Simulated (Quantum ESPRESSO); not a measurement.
## Fixed-spin-moment curve of CoO: moment fixed at 0.489 μB

Quantum ESPRESSO 7.5; LDA; plane waves with GBRV 1.5 LDA potentials, no spin-orbit coupling.

pw.py reads:

```python
from ase import Atoms
from ase.calculators.espresso import Espresso, EspressoProfile

atoms = Atoms(['Co', 'O'],
    cell=[[0.0, 2.1315, 2.1315],
         [2.1315, 0.0, 2.1315],
         [2.1315, 2.1315, 0.0]],
    scaled_positions=[[0.0, 0.0, 0.0],
         [0.5, 0.5, 0.5]],
    pbc=True,
    magmoms=[0.489, 0.0])
input_data = {
    'control': {'calculation': 'scf', 'prefix': 'pwscf', 'outdir': './tmp', 'disk_io': 'nowf', 'tprnfor': True, 'tstress': True},
    'system': {'ecutwfc': 40.0, 'ecutrho': 280.0, 'nbnd': 20, 'occupations': 'smearing', 'smearing': 'fd', 'degauss': 0.00734986, 'nspin': 2, 'tot_magnetization': 0.489},
    'electrons': {'conv_thr': 4e-09, 'electron_maxstep': 150, 'mixing_beta': 0.3},
}
atoms.calc = Espresso(
    profile=EspressoProfile(command='mpirun -n 2 pw.x -nk 2', pseudo_dir='pseudo'),
    pseudopotentials={'Co': 'co_lda_v1.2.uspp.F.UPF', 'O': 'o_lda_v1.2.uspp.F.UPF'},
    input_data=input_data,
    kpts=(8, 8, 8),
    koffset=(0, 0, 0))
atoms.get_potential_energy()
energy = atoms.calc.results['free_energy']
print(f'free energy: {energy:.6f} eV')
print('site moments (muB):', atoms.get_magnetic_moments().round(3))
```

Run with:

```
OMP_NUM_THREADS=1 python3 pw.py > pw.log
```

**Question.** What does this run give for the spin moment in the atom's sphere?

The site moments add up to 0.47 μB, near the cell's 0.49 μB; the rest lies between the atoms.

Spin moment in the atom's sphere by atom:

```csv
atom,spin moment in the atom's sphere (μB)
Co1,0.461
O2,0.006
```

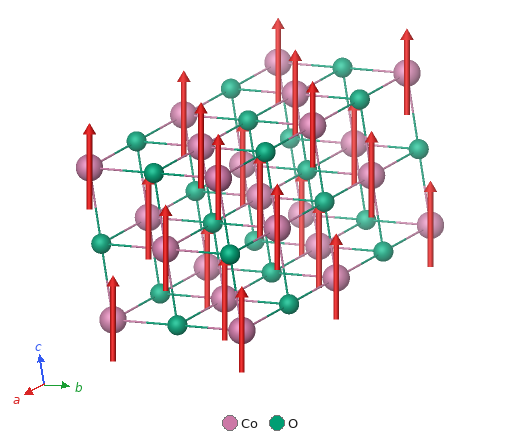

Spin moment in the atom's sphere as arrows, the longest 0.461 μB. Up and down stand for the sign. Arrows give size and sign along the axis of quantisation, drawn up and down the page. 2×1×1 conventional cells are drawn. Some periodic images of atoms are drawn too.

Numbers from this step:

| --- | --- |
| absolute magnetization | 0.495 μB |
| half the difference of the two Fermi energies | -97.7 meV |

[Logs and program files are shortened in this print: banners, set-up blocks, solver, clock and traceback lines can be left out without a mark of their own.]

[Logs are printed without paths, hosts, clocks, repeated set-up lines and the standing remarks that a program may print on its own settings, such as how far it seeks lower states.]

[Hosts, paths, dates, database ids (printed as entryN), source tags and the programs' standing remarks are cut or masked in the printed files.]

[Where a cell is said to come from a database of computed structures, the database is the Materials Project.]
